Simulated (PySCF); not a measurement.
Sn(OAc)2(OH)2, SMILES CC(=O)[O][Sn]([OH])([OH])[O]C(C)=O at its GFN2-xTB optimised geometry (Å):

```
19

C     -0.8167     2.3224    -1.7594
C     -0.4678     0.9481    -1.2484
O     -0.5393     0.7672     0.0000
O     -0.1425     0.0491    -2.0189
Sn     0.0575    -1.3842     0.0000
O     -0.3993    -1.9422     1.8298
O      2.0046    -1.3842     0.0000
O     -0.5416    -3.0728    -1.2384
C     -1.7797    -2.8439    -1.4241
C     -2.4913    -3.8266    -2.3208
O     -2.3574    -1.8953    -0.9136
H     -0.4001     2.4606    -2.7519
H     -0.4439     3.0728    -1.0691
H     -1.9015     2.3941    -1.8050
H     -1.2905    -1.7041     2.0962
H      2.3574    -1.8285     0.7755
H     -2.2064    -4.8386    -2.0480
H     -3.5648    -3.6881    -2.2399
H     -2.1685    -3.6393    -3.3424
```

Method: PBE0/def2-SVP, def2 effective core potentials past Kr in PySCF. The core electrons that the potentials of Sn replace are not part of the density. Cells within 0.4 Å of a nucleus heavier than hydrogen are left out (blank, or x).

Map of the LUMO amplitude (bohr^(-3/2)) on the plane z = 0.0 Å; orbital energy -2.36 eV, overall sign arbitrary:

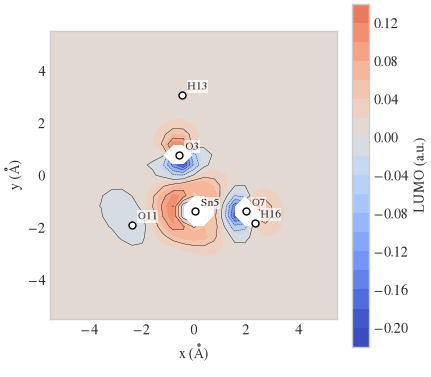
LUMO amplitude (bohr^(-3/2)) on the plane z = 0.0 Å.
